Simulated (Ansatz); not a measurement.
How methods differ on [H2PO2]− (SMILES O=[PH2][O-])

The species is [H2PO2]− (5 atoms), meant as a singlet with charge -1. SMILES: `O=[PH2][O-]`. The shape is that of a GFN2-xTB optimisation.

```xyz
5

O    -0.5697    0.4181    1.3449
P     0.0240   -0.0294    0.0671
O     1.0871   -1.0561    0.1054
H    -0.9935   -0.4178   -0.8312
H     0.4521    1.0853   -0.6862
```

Quantity: the energy change with the O1–P2 bond stretched from 1.478 to 2.957 Å, in eV. The values are calculated.

```json
{"level": "HF/STO-3G (restricted)", "kind": "Hartree–Fock", "program": "Ansatz", "value (eV)": "3.08", "less FCI/STO-3G": "-0.15", "CPU time (all runs)": "0.32 s"}
{"level": "SVWN5/STO-3G (restricted)", "kind": "LDA", "program": "Ansatz", "value (eV)": "4.43", "less FCI/STO-3G": "+1.20", "CPU time (all runs)": "1.8 s"}
{"level": "BLYP/STO-3G (restricted)", "kind": "GGA", "program": "Ansatz", "value (eV)": "3.37", "less FCI/STO-3G": "+0.14", "CPU time (all runs)": "2.7 s"}
{"level": "PBE/STO-3G (restricted)", "kind": "GGA", "program": "Ansatz", "value (eV)": "3.72", "less FCI/STO-3G": "+0.49", "CPU time (all runs)": "2.7 s"}
{"level": "revPBE/STO-3G (restricted)", "kind": "GGA", "program": "Ansatz", "value (eV)": "3.47", "less FCI/STO-3G": "+0.24", "CPU time (all runs)": "2.7 s"}
{"level": "BHLYP/STO-3G (restricted)", "kind": "global hybrid", "program": "Ansatz", "value (eV)": "3.78", "less FCI/STO-3G": "+0.55", "CPU time (all runs)": "2.6 s"}
{"level": "PBE0/STO-3G (restricted)", "kind": "global hybrid", "program": "Ansatz", "value (eV)": "3.91", "less FCI/STO-3G": "+0.68", "CPU time (all runs)": "2.8 s"}
{"level": "CCSD/STO-3G (restricted)", "kind": "coupled cluster or CI", "program": "Ansatz", "value (eV)": "3.15", "less FCI/STO-3G": "-0.08", "CPU time (all runs)": "0.83 s"}
{"level": "FCI/STO-3G", "kind": "exact in the basis", "program": "Ansatz", "value (eV)": "3.23", "less FCI/STO-3G": "0.00", "CPU time (all runs)": "17 s"}
```

FCI/STO-3G is exact within its basis and frozen core, so for wave-function methods in that basis the difference is their error; functionals converge differently with the basis, so for them it is only a difference. Sets without diffuse functions describe the anion poorly. The first shape isn't each level's own minimum. The values span 3.08 to 4.43 eV. All rows use very small basis sets, so none should be taken for the real molecule's value. In so small a basis fixed costs decide the times, and correlated methods can beat functionals. CPU times are rough (shared hosts, several kinds of processor and program).

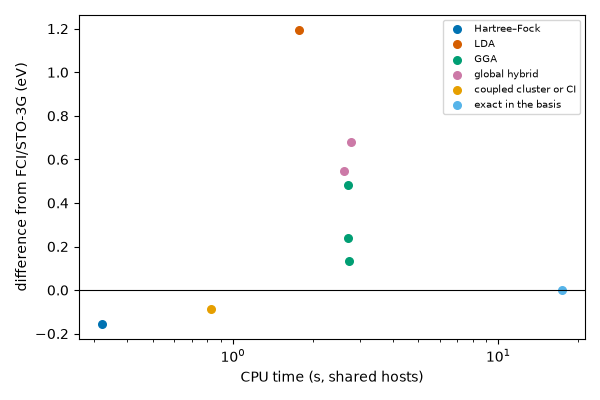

Difference from FCI/STO-3G against processor time, one point a level.
